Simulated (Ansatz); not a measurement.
# CH8BP: geometry relaxation (part 1 of 3)

- system: CH8BP
- method: RHF/def2-SVP (Ansatz 0.2.0)

It belongs to a series of runs on one base structure; here: end point B relaxed. Figures and captions count atoms from 1; the log counts them from 0 in places.

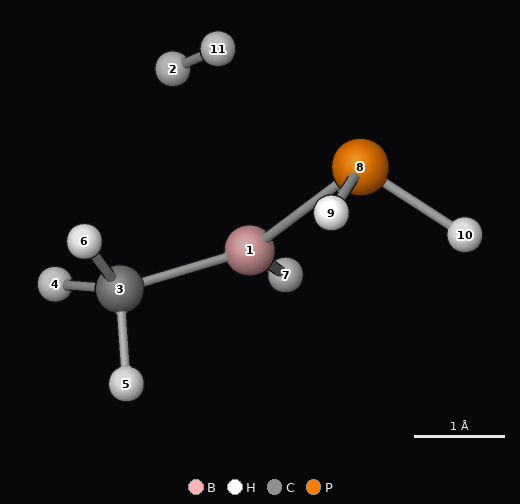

**Figure 1.** The starting structure (ball-and-stick view, seen at a tilt; atoms are numbered from 1 in the order of the input). Bond lengths as drawn: B–C 1.58 Å, B–H 1.20 Å, B–P 1.92 Å, C–H 1.09 to 1.10 Å, H–H 0.71 Å and H–P 1.41 Å.

## Key numbers

| quantity | value |
| --- | --- |
| outcome | converged |
| total energy | −11095.4996 eV |
| mean-field energy | −11095.4996 eV |
| largest force (length of the vector) at the end | 0.028 eV/Å |
| hardware | 1 thread of Arm Neoverse V1, 24 GiB of memory available, shared host |
| wall time | 49 s |
| peak memory | 0.14 GiB |

## Input
```yaml
crystal:
  periodic: [false, false, false]
  atoms:
    - { symbol: B, position_ang: [0.236243, 0.765917, -0.231782] }
    - { symbol: H, position_ang: [-0.2549, -0.678142, 1.61887] }
    - { symbol: C, position_ang: [1.505709, -0.097884, -0.592513] }
    - { symbol: H, position_ang: [1.284219, -1.164168, -0.670176] }
    - { symbol: H, position_ang: [1.814355, 0.22896, -1.594876] }
    - { symbol: H, position_ang: [2.360338, 0.045304, 0.070278] }
    - { symbol: H, position_ang: [-0.839063, 0.465343, -0.676767] }
    - { symbol: P, position_ang: [0.274394, 2.333761, 0.871473] }
    - { symbol: H, position_ang: [1.541461, 2.876647, 0.568661] }
    - { symbol: H, position_ang: [-0.509019, 3.209406, 0.092027] }
    - { symbol: H, position_ang: [-0.228837, -0.031144, 1.913605] }
basis:
  gaussian: { orbitals: def2-SVP }
hamiltonian:
  xc: hf
relax:
  f_tol: 0.03
  max_steps: 50
output:
  orbitals: {}
```

Command:
```bash
ansatz run input.yaml --threads 1 --pin off --max-ram 2048MiB --backend cpu --events-out ev --progress --plain --runs-dir out
```

## What the program printed
```
The last accepted step is kept in [file] (removed where the run ends without a failure and the disk answers)
Engine: ansatz 0.2.0, aarch64-unknown-linux-gnu
Functional definition: HF
  exchange = exact_x
  correlation = 0
940 factors; integrals over basis functions are off by at most 3.0e-4 eV
mean field evaluation 1: about -11093.0698 eV, gradient 2.4e1 eV
mean field evaluation 2: about -11093.1401 eV, gradient 2.4e1 eV
mean field evaluation 4: about -11095.2011 eV, gradient 2.6e0 eV
mean field evaluation 8: about -11095.2372 eV, gradient 1.3e-1 eV
mean field -11095.23738233 eV, -407.7424531786 hartree, gradient 2.0e-5 eV, S^2 0.000000; 0 other end points of the search recorded, 0 dependent functions left out
the calculation of the forces begins
reference -11095.23738233 eV, -407.7424531786 hartree; 17, 17 occupied and 69, 69 virtual orbitals, 940 factors
relax step   1: F+E_penalty+E_count = -11095.23738233 eV  Δ(F+E_penalty+E_count) = +0.000e0 eV  max|allowed force component| = 1.525e0 eV/Å  Δτ_max = 0.0000 Å  (32 SCF iters, accepted)
these checks for a lower state are left out or cut short: starts, cluster_reference, orbital_swaps, neighbouring_geometries, increment
940 factors; integrals over basis functions are off by at most 3.0e-4 eV
mean field evaluation 16: about -11095.3778 eV, gradient 3.7e-4 eV
mean field -11095.37785022 eV, -407.7476152784 hartree, gradient 2.3e-5 eV, S^2 0.000000; 0 other end points of the search recorded, 0 dependent functions left out
[... from here on the field's lines of each further geometry are left out, up to the last ...]
relax step   2: F+E_penalty+E_count = -11095.37785022 eV  Δ(F+E_penalty+E_count) = -1.405e-1 eV  max|allowed force component| = 1.680e-1 eV/Å  Δτ_max = 0.1960 Å  (32 SCF iters, accepted)
relax step   3: F+E_penalty+E_count = -11095.43245510 eV  Δ(F+E_penalty+E_count) = -5.460e-2 eV  max|allowed force component| = 2.399e-1 eV/Å  Δτ_max = 0.1934 Å  (31 SCF iters, accepted)
relax step   4: F+E_penalty+E_count = -11095.46130976 eV  Δ(F+E_penalty+E_count) = -2.885e-2 eV  max|allowed force component| = 1.506e-1 eV/Å  Δτ_max = 0.2000 Å  (31 SCF iters, accepted)
relax step   5: F+E_penalty+E_count = -11095.47762935 eV  Δ(F+E_penalty+E_count) = -1.632e-2 eV  max|allowed force component| = 1.566e-1 eV/Å  Δτ_max = 0.2000 Å  (32 SCF iters, accepted)
relax step   6: F+E_penalty+E_count = -11095.48470545 eV  Δ(F+E_penalty+E_count) = -7.076e-3 eV  max|allowed force component| = 1.121e-1 eV/Å  Δτ_max = 0.2000 Å  (30 SCF iters, accepted)
relax step   7: F+E_penalty+E_count = -11095.48647580 eV  Δ(F+E_penalty+E_count) = -1.770e-3 eV  max|allowed force component| = 1.946e-1 eV/Å  Δτ_max = 0.0840 Å  (32 SCF iters, accepted)
relax step   8: F+E_penalty+E_count = -11095.48889761 eV  Δ(F+E_penalty+E_count) = -2.422e-3 eV  max|allowed force component| = 1.078e-1 eV/Å  Δτ_max = 0.0701 Å  (31 SCF iters, accepted)
relax step   9: F+E_penalty+E_count = -11095.48992600 eV  Δ(F+E_penalty+E_count) = -1.028e-3 eV  max|allowed force component| = 7.232e-2 eV/Å  Δτ_max = 0.0881 Å  (31 SCF iters, accepted)
relax step  10: F+E_penalty+E_count = -11095.49072286 eV  Δ(F+E_penalty+E_count) = -7.969e-4 eV  max|allowed force component| = 6.972e-2 eV/Å  Δτ_max = 0.0965 Å  (32 SCF iters, accepted)
relax step  11: F+E_penalty+E_count = -11095.49126915 eV  Δ(F+E_penalty+E_count) = -5.463e-4 eV  max|allowed force component| = 4.136e-2 eV/Å  Δτ_max = 0.0955 Å  (32 SCF iters, accepted)
relax step  12: F+E_penalty+E_count = -11095.49132645 eV  Δ(F+E_penalty+E_count) = -5.730e-5 eV  max|allowed force component| = 1.081e-1 eV/Å  Δτ_max = 0.1685 Å  (30 SCF iters, accepted)
relax step  13: F+E_penalty+E_count = -11095.49098682 eV  Δ(F+E_penalty+E_count) = +3.396e-4 eV  max|allowed force component| = 2.208e-1 eV/Å  Δτ_max = 0.1036 Å  (31 SCF iters, rejected (line search))
relax step  14: F+E_penalty+E_count = -11095.49223072 eV  Δ(F+E_penalty+E_count) = -9.043e-4 eV  max|allowed force component| = 3.510e-2 eV/Å  Δτ_max = 0.0377 Å  (31 SCF iters, accepted)
relax step  15: F+E_penalty+E_count = -11095.49251993 eV  Δ(F+E_penalty+E_count) = -2.892e-4 eV  max|allowed force component| = 4.953e-2 eV/Å  Δτ_max = 0.0325 Å  (32 SCF iters, accepted)
relax step  16: F+E_penalty+E_count = -11095.49281885 eV  Δ(F+E_penalty+E_count) = -2.989e-4 eV  max|allowed force component| = 1.875e-1 eV/Å  Δτ_max = 0.0920 Å  (30 SCF iters, accepted)
relax step  17: F+E_penalty+E_count = -11095.49335620 eV  Δ(F+E_penalty+E_count) = -5.374e-4 eV  max|allowed force component| = 9.517e-2 eV/Å  Δτ_max = 0.0099 Å  (23 SCF iters, accepted)
relax step  18: F+E_penalty+E_count = -11095.49392054 eV  Δ(F+E_penalty+E_count) = -5.643e-4 eV  max|allowed force component| = 2.578e-2 eV/Å  Δτ_max = 0.0367 Å  (32 SCF iters, accepted)
relax step  19: F+E_penalty+E_count = -11095.49448640 eV  Δ(F+E_penalty+E_count) = -5.659e-4 eV  max|allowed force component| = 8.583e-2 eV/Å  Δτ_max = 0.0967 Å  (30 SCF iters, accepted)
relax step  20: F+E_penalty+E_count = -11095.49477046 eV  Δ(F+E_penalty+E_count) = -2.841e-4 eV  max|allowed force component| = 6.619e-2 eV/Å  Δτ_max = 0.0424 Å  (32 SCF iters, accepted)
relax step  21: F+E_penalty+E_count = -11095.49531827 eV  Δ(F+E_penalty+E_count) = -5.478e-4 eV  max|allowed force component| = 9.932e-2 eV/Å  Δτ_max = 0.0887 Å  (31 SCF iters, accepted)
relax step  22: F+E_penalty+E_count = -11095.49581225 eV  Δ(F+E_penalty+E_count) = -4.940e-4 eV  max|allowed force component| = 1.686e-1 eV/Å  Δτ_max = 0.1219 Å  (31 SCF iters, accepted)
relax step  23: F+E_penalty+E_count = -11095.49631736 eV  Δ(F+E_penalty+E_count) = -5.051e-4 eV  max|allowed force component| = 1.010e-1 eV/Å  Δτ_max = 0.0248 Å  (26 SCF iters, accepted)
relax step  24: F+E_penalty+E_count = -11095.49683173 eV  Δ(F+E_penalty+E_count) = -5.144e-4 eV  max|allowed force component| = 3.101e-2 eV/Å  Δτ_max = 0.0581 Å  (32 SCF iters, accepted)
relax step  25: F+E_penalty+E_count = -11095.49731771 eV  Δ(F+E_penalty+E_count) = -4.860e-4 eV  max|allowed force component| = 2.839e-2 eV/Å  Δτ_max = 0.0892 Å  (31 SCF iters, accepted)
relax step  26: F+E_penalty+E_count = -11095.49729589 eV  Δ(F+E_penalty+E_count) = +2.182e-5 eV  max|allowed force component| = 1.272e-1 eV/Å  Δτ_max = 0.1991 Å  (31 SCF iters, rejected (line search))
relax step  27: F+E_penalty+E_count = -11095.49775291 eV  Δ(F+E_penalty+E_count) = -4.352e-4 eV  max|allowed force component| = 3.493e-2 eV/Å  Δτ_max = 0.0978 Å  (31 SCF iters, accepted)
relax step  28: F+E_penalty+E_count = -11095.49791856 eV  Δ(F+E_penalty+E_count) = -1.656e-4 eV  max|allowed force component| = 7.661e-2 eV/Å  Δτ_max = 0.0982 Å  (31 SCF iters, accepted)
relax step  29: F+E_penalty+E_count = -11095.49817893 eV  Δ(F+E_penalty+E_count) = -2.604e-4 eV  max|allowed force component| = 4.229e-2 eV/Å  Δτ_max = 0.0234 Å  (25 SCF iters, accepted)
relax step  30: F+E_penalty+E_count = -11095.49807562 eV  Δ(F+E_penalty+E_count) = +1.033e-4 eV  max|allowed force component| = 1.153e-1 eV/Å  Δτ_max = 0.1148 Å  (30 SCF iters, rejected (line search))
relax step  31: F+E_penalty+E_count = -11095.49860539 eV  Δ(F+E_penalty+E_count) = -4.265e-4 eV  max|allowed force component| = 3.028e-2 eV/Å  Δτ_max = 0.0561 Å  (31 SCF iters, accepted)
relax step  32: F+E_penalty+E_count = -11095.49897078 eV  Δ(F+E_penalty+E_count) = -3.654e-4 eV  max|allowed force component| = 4.464e-2 eV/Å  Δτ_max = 0.0999 Å  (30 SCF iters, accepted)
relax step  33: F+E_penalty+E_count = -11095.49912131 eV  Δ(F+E_penalty+E_count) = -1.505e-4 eV  max|allowed force component| = 4.967e-2 eV/Å  Δτ_max = 0.0635 Å  (31 SCF iters, accepted)
relax step  34: F+E_penalty+E_count = -11095.49927587 eV  Δ(F+E_penalty+E_count) = -1.546e-4 eV  max|allowed force component| = 3.157e-2 eV/Å  Δτ_max = 0.0398 Å  (32 SCF iters, accepted)
relax step  35: F+E_penalty+E_count = -11095.49946088 eV  Δ(F+E_penalty+E_count) = -1.850e-4 eV  max|allowed force component| = 9.490e-3 eV/Å  Δτ_max = 0.0740 Å  (31 SCF iters, accepted)
relax step  36: F+E_penalty+E_count = -11095.49932385 eV  Δ(F+E_penalty+E_count) = +1.370e-4 eV  max|allowed force component| = 5.288e-2 eV/Å  Δτ_max = 0.1886 Å  (31 SCF iters, rejected (line search))
the calculation of the forces begins
reference -11095.49956134 eV, -407.7520880795 hartree; 17, 17 occupied and 69, 69 virtual orbitals, 940 factors
relax step  37: F+E_penalty+E_count = -11095.49956134 eV  Δ(F+E_penalty+E_count) = -1.005e-4 eV  max|allowed force component| = 2.576e-2 eV/Å  Δτ_max = 0.0934 Å  (31 SCF iters, accepted)
```

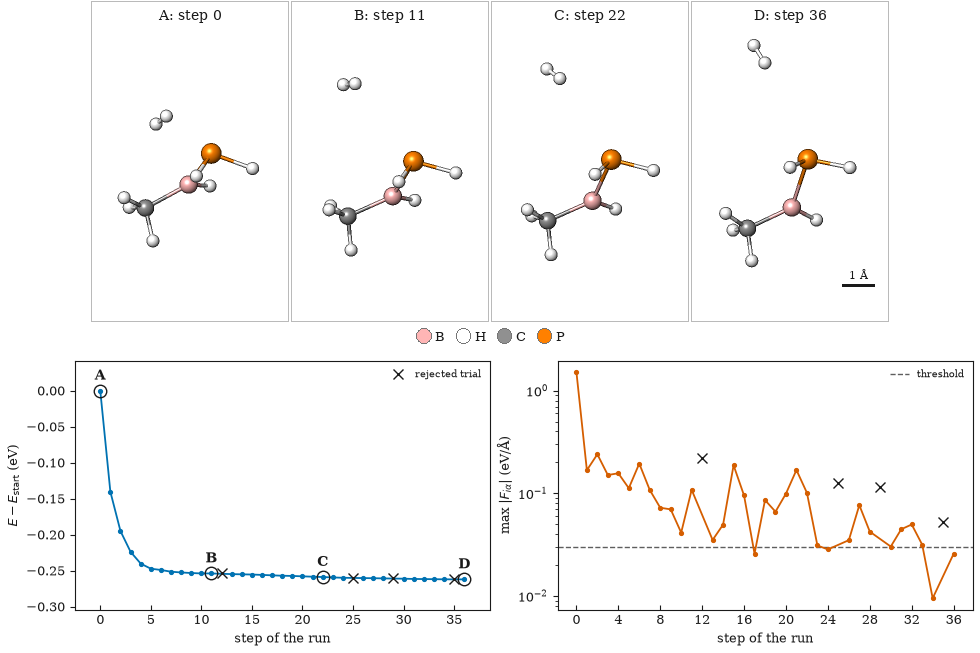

**Figure 2.** Frames of the relaxation (ball-and-stick view, seen at a tilt) above the curves, on which the letters mark them (the first geometry is step 0 here and step 1 in the log).

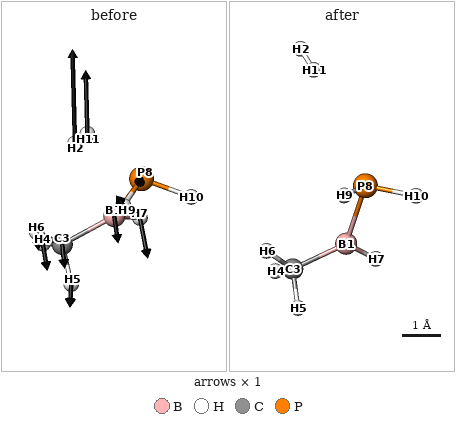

**Figure 3.** Before (left) and after (right) the relaxation, at one scale (ball-and-stick view, seen at a tilt). The black arrows give the displacements, at true length. Over 36 geometry steps the energy falls by 0.262 eV. The largest force component goes from 1.5 to 0.026 eV/Å. The line search rejected the trial steps at points 12, 25, 29, 35 (counted from 0) and went back. H2 moves most after the best rigid fit: 2.52 Å. By element the largest moves are H 2.52 Å, B 0.75 Å, C 0.67 Å, P 0.45 Å. Among the contacts that change: H2–H11 0.711 → 0.748 Å. Among the angles that change: B1–C3–H4 112.8° → 110.4°, B1–P8–H10 100.3° → 102.5°, B1–C3–H5 105.8° → 107.9°. (Atoms are counted from 1 in the order of the input.)

```
940 factors; integrals over basis functions are off by at most 3.4e-4 eV
mean field -11095.49956134 eV, -407.7520880795 hartree, gradient 1.8e-5 eV, S^2 0.000000; 1 other end points of the search recorded, 0 dependent functions left out
the calculation of the forces begins
reference -11095.49956134 eV, -407.7520880795 hartree; 17, 17 occupied and 69, 69 virtual orbitals, 940 factors
Total energy: -11095.49956134 eV, -407.7520880795 hartree
Atom 0 at     0.467313     0.972356    -0.919631 Å, force     0.006356     0.025756    -0.008581 eV/Å
Atom 1 at    -1.062802    -1.026552     3.879268 Å, force     0.003863     0.016581    -0.014057 eV/Å
Atom 2 at     1.787873     0.165350    -1.219699 Å, force    -0.001088    -0.011097    -0.003599 eV/Å
Atom 3 at     1.551813    -0.873061    -1.473016 Å, force     0.004644     0.010863     0.002523 eV/Å
Atom 4 at     2.248991     0.594667    -2.117818 Å, force    -0.006568    -0.003399     0.011102 eV/Å
Atom 5 at     2.530205     0.173355    -0.420660 Å, force    -0.002434    -0.001312    -0.004329 eV/Å
Atom 6 at    -0.443438     0.927312    -1.703402 Å, force    -0.001388    -0.008912     0.006525 eV/Å
Atom 7 at     0.153974     1.924468     0.712686 Å, force     0.002684    -0.001097    -0.001897 eV/Å
Atom 8 at     1.407054     2.514535     0.969843 Å, force    -0.002762    -0.004438    -0.001078 eV/Å
Atom 9 at    -0.545285     3.063560     0.271539 Å, force     0.001245    -0.006315    -0.001253 eV/Å
Atom 10 at    -0.910799    -0.481989     3.389689 Å, force    -0.004552    -0.016629     0.014645 eV/Å
Dipole moment:     0.168161     0.050901    -0.213651 e Å
```

## Trajectory as extended XYZ (Å, eV, eV/Å), 37 frames, from step=1 to step=37
```
11
Properties=species:S:1:pos:R:3:forces:R:3 step=1 energy=-11095.23738
B     0.2362    0.7659   -0.2318    0.0351  -0.0378  -0.2988
H    -0.2549   -0.6781    1.6189   -0.1159  -1.5255  -0.4492
C     1.5057   -0.0979   -0.5925    0.0033   0.0207  -0.0045
H     1.2842   -1.1642   -0.6702    0.0041  -0.0001   0.0023
H     1.8144    0.2290   -1.5949    0.0018  -0.0021   0.0046
H     2.3603    0.0453    0.0703    0.0023   0.0040  -0.0008
H    -0.8391    0.4653   -0.6768    0.0058  -0.0133   0.0069
P     0.2744    2.3338    0.8715    0.0887   0.5305  -0.0378
H     1.5415    2.8766    0.5687   -0.0121  -0.0156  -0.0161
H    -0.5090    3.2094    0.0920    0.0104   0.0047   0.0169
H    -0.2288   -0.0311    1.9136   -0.0235   1.0345   0.7765
11
Properties=species:S:1:pos:R:3:forces:R:3 step=2 energy=-11095.37785
B     0.2508    0.8175   -0.2720   -0.0169  -0.0616  -0.0140
H    -0.2964   -0.8429    1.7025   -0.0386  -0.1680   0.0618
C     1.5085   -0.0783   -0.6008   -0.0059   0.0649  -0.0067
H     1.2725   -1.1434   -0.6614   -0.0255   0.0454   0.0120
H     1.8298    0.2250   -1.6064    0.0326  -0.0065  -0.0140
H     2.3602    0.0617    0.0665    0.0056   0.0258  -0.0082
H    -0.8304    0.4911   -0.6862    0.0207   0.0683  -0.0331
P     0.2960    2.4051    0.8211    0.0391  -0.0454  -0.0556
H     1.5702    2.9261    0.5215   -0.0149   0.0737  -0.0551
H    -0.5017    3.2702    0.0492    0.0443   0.0657  -0.0243
H    -0.2747   -0.1782    2.0348   -0.0405  -0.0623   0.1373
11
Properties=species:S:1:pos:R:3:forces:R:3 step=3 energy=-11095.43246
B     0.2635    0.8455   -0.3066   -0.0095   0.0011   0.0253
H    -0.3558   -0.9620    1.8248   -0.0162   0.1208   0.1497
C     1.5195   -0.0564   -0.6236   -0.0224   0.0415   0.0206
H     1.2781   -1.1208   -0.6774   -0.0192   0.0440   0.0088
H     1.8481    0.2381   -1.6296    0.0237  -0.0080  -0.0108
H     2.3682    0.0839    0.0475    0.0039   0.0281  -0.0100
H    -0.8187    0.5206   -0.7209    0.0279   0.0605  -0.0160
P     0.3147    2.4372    0.7833    0.0155  -0.1700  -0.0499
H     1.5870    2.9592    0.4811    0.0061   0.0601  -0.0491
H    -0.4824    3.3058    0.0164    0.0173   0.0618  -0.0271
H    -0.3372   -0.2972    2.1739   -0.0271  -0.2399  -0.0413
```
